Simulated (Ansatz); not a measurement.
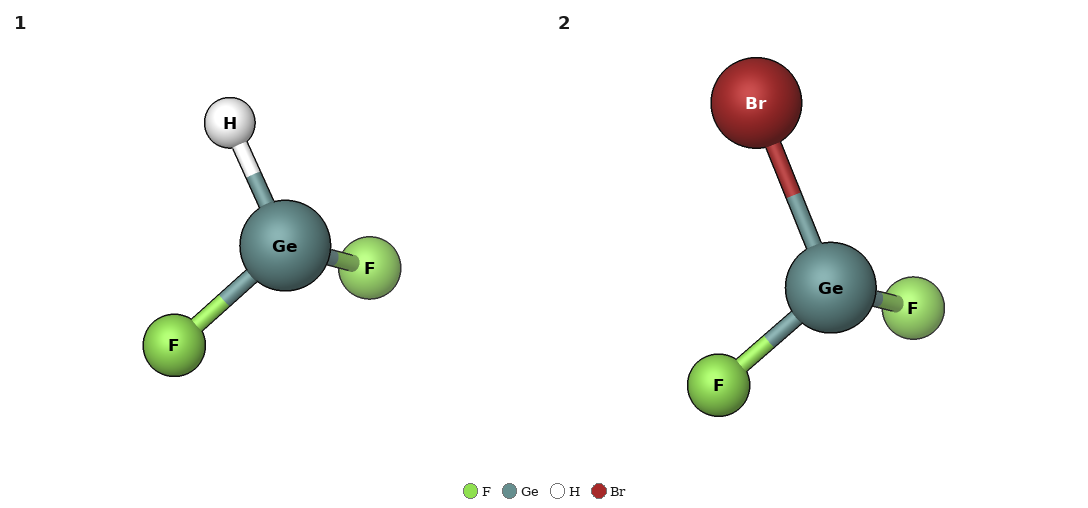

2 molecules with one skeleton, seen from the same side and at one scale. Each species is neutral and a spin doublet. Computed geometries: PBE0-D4/def2-TZVP optimisations, one conformation each. Properties computed with Ansatz 0.2.0.

One atom differs, called X below: H in panel 1, Br in panel 2. Their formulas are F2GeH (`[F][GeH][F]`), GeBrF2 (`[F][Ge]([F])[Br]`).

In which is the dipole moment larger (PBE-D4/def2-TZVPP)?

Answer. In panel 1 (X = H).

In which is the harmonic X–Ge stretching wavenumber higher (PBE0-D4/def2-TZVP)?

Answer. In panel 1 (X = H).

Give the values. With PBE0-D4/def2-TZVP: length of X–Ge (Å), mean angle F–Ge–X (°), harmonic X–Ge stretching wavenumber (cm⁻¹). With PBE-D4/def2-TZVPP: dipole moment (D).

```json
{"quantity": "length of X–Ge (Å)", "1 (H)": "1.564", "2 (Br)": "2.302", "2 − 1": "+0.738"}
{"quantity": "mean angle F–Ge–X (°)", "1 (H)": "107.0", "2 (Br)": "108.9", "2 − 1": "+1.9"}
{"quantity": "dipole moment (D)", "1 (H)": "2.24", "2 (Br)": "1.69", "2 − 1": "−0.55"}
{"quantity": "harmonic X–Ge stretching wavenumber (cm⁻¹)", "1 (H)": "1972", "2 (Br)": "307", "2 − 1": "−1665"}
```
